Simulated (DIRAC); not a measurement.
# CuF (fluorocopper) at PBE0/dyall-cv2z (sfX2C, uncontracted yes)

We compute a point of an energy scan of CuF (fluorocopper). 

Program for the calculation: DIRAC 26.1 (patched).

22 further runs of the same task are left out: 22 set aside as unsound or not needed. Runs told in other sessions of the task aren't counted.

## (1) The structure to begin with

The species is CuF (2 atoms), meant as a singlet with charge 0. SMILES: `[F][Cu]`.

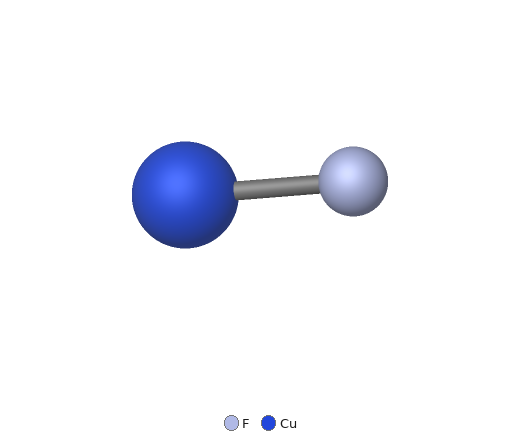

Viewed from a chosen angle; fluorine light blue, copper blue.

## (2) A point of an energy scan at PBE0/dyall-cv2z (sfX2C, uncontracted yes)

Contents of CuF.mol:

```
DIRAC
CuF
dyall-cv2z
C   2              A
        9.    1
F         0.00000000      0.00000000      0.00000000
LARGE BASIS dyall.cv2z
       29.    1
Cu        0.00000000      0.00000000      1.83490632
LARGE BASIS dyall.cv2z
FINISH
```

Contents of scf.inp:

```
# Kramers-restricted calculation
**DIRAC
.TITLE
 CuF
.WAVE FUNCTION
**HAMILTONIAN
.X2C
.SPINFREE
.DFT
PBE0
**INTEGRALS
*READIN
.UNCONTRACT
**GRID
.ULTRAFINE
**WAVE FUNCTION
.SCF
**END OF INPUT
```

On the command line:

```bash
pam --inp=scf.inp --mol=CuF.mol --noarch --mw=163 --aw=368
```

Standard output:

```text
[...]
It.    1    -944.9294473088      0.00D+00  0.00D+00  0.00D+00               0.02872801s   Atom. scrpot
[...]
It.   16    -1754.438826027      4.21D-11  9.87D-08  5.69D-08   DIIS   9    0.37500000s   LL
[...]
* Convergence after   16 iterations.
[...]
                                   TOTAL ENERGY
                                   ------------
   Charge of molecule : 0
   Electronic energy                        :    -1829.7098360216382
   Other contributions to the total energy
   Nuclear repulsion energy                 :       75.2710099946596
[...]
   Total energy                             :    -1754.4388260269786
[...]
  * Closed shell, f = 1.0000
   -326.8771038766  ( 2)       -39.7145405300  ( 2)       -34.2436629840  ( 2)       -24.6738294856  ( 2)        -4.4911831657  ( 2)
     -2.8742114442  ( 2)        -1.0711945100  ( 2)        -0.3785346230  ( 2)        -0.2952624646  ( 2)        -0.2657947493  ( 2)
  * Virtual eigenvalues, f = 0.0000
     -0.1120832362  ( 2)         0.0677781142  ( 2)         0.1606693254  ( 2)         0.3391809108  ( 2)         0.6548520659  ( 2)
[...]
  * Closed shell, f = 1.0000
    -34.2438748691  ( 2)        -2.8684008379  ( 2)        -0.3445442629  ( 2)        -0.2777342189  ( 2)
  * Virtual eigenvalues, f = 0.0000
      0.0124644082  ( 2)         0.2370873249  ( 2)         0.6282172031  ( 2)         0.8758705454  ( 2)         1.2787740056  ( 2)
      1.3148956738  ( 2)         2.3856818811  ( 2)         3.0115157566  ( 2)         3.6553611078  ( 2)         3.9654491037  ( 2)
[...]
  * Closed shell, f = 1.0000
    -34.2438748691  ( 2)        -2.8684008379  ( 2)        -0.3445442629  ( 2)        -0.2777342189  ( 2)
  * Virtual eigenvalues, f = 0.0000
      0.0124644082  ( 2)         0.2370873249  ( 2)         0.6282172031  ( 2)         0.8758705454  ( 2)         1.2787740056  ( 2)
      1.3148956738  ( 2)         2.3856818811  ( 2)         3.0115157566  ( 2)         3.6553611078  ( 2)         3.9654491037  ( 2)
[...]
  * Closed shell, f = 1.0000
     -0.2952624646  ( 2)
  * Virtual eigenvalues, f = 0.0000
      0.7861697290  ( 2)         1.2722904468  ( 2)         3.6466621564  ( 2)         3.7792959054  ( 2)         7.3189075339  ( 2)
     13.7280913714  ( 2)        48.1875367665  ( 2)       193.4256141825  ( 2)
[...]
* HOMO - LUMO gap:
    E(LUMO) :    -0.11208324 au (symmetry A1 )
  - E(HOMO) :    -0.26579475 au (symmetry A1 )
  ------------------------------------------
    gap     :     0.15371151 au
[...]
```

Run time: 6.6 s. Hardware: 1 thread of Arm Neoverse V1, shared host; peak memory 0.073 GiB.

## (3) Outcome

At PBE0/dyall-cv2z (sfX2C, uncontracted yes):

```
     quantity           value
 total energy  -1754.43883 Eh
  HOMO energy        -7.23 eV
  LUMO energy        -3.05 eV
HOMO–LUMO gap         4.18 eV
```
